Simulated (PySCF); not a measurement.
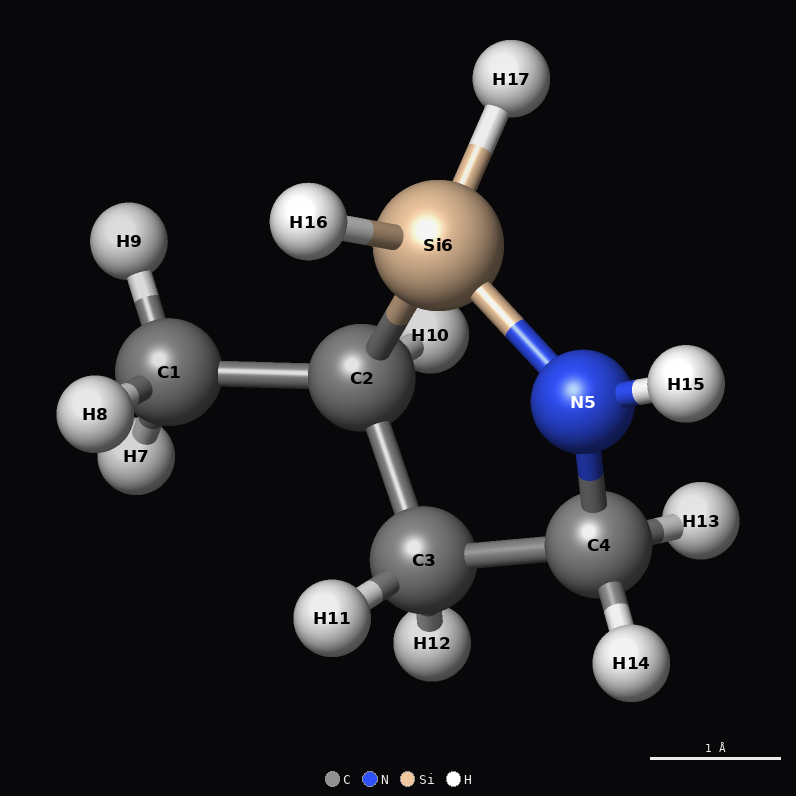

Numbered structure. Computed geometry: GFN2-xTB optimisation. No frequency run is at hand to confirm it as a minimum.

Q: How are the neighbours of atom 3 arranged?

A: C3 has 4 neighbours (C2 at 1.53, C4 at 1.52, H11 at 1.09, H12 at 1.09 Å); the arrangement is tetrahedral.

Q: What is the geometry at C2?

A: C2 has 4 neighbours (C1 at 1.52, C3 at 1.53, Si6 at 1.91, H10 at 1.10 Å); the arrangement is tetrahedral.

Q: How are the neighbours of atom 4 arranged?

A: C4 has 4 neighbours (C3 at 1.52, N5 at 1.45, H13 at 1.10, H14 at 1.10 Å); the arrangement is tetrahedral.

Q: What is the geometry at C1?

A: C1 has 4 neighbours (C2 at 1.52, H7 at 1.09, H8 at 1.09, H9 at 1.09 Å); the arrangement is tetrahedral.

Q: What is the dihedral angle C1–C2–C3–C4?

A: 162° in size, that is anti.
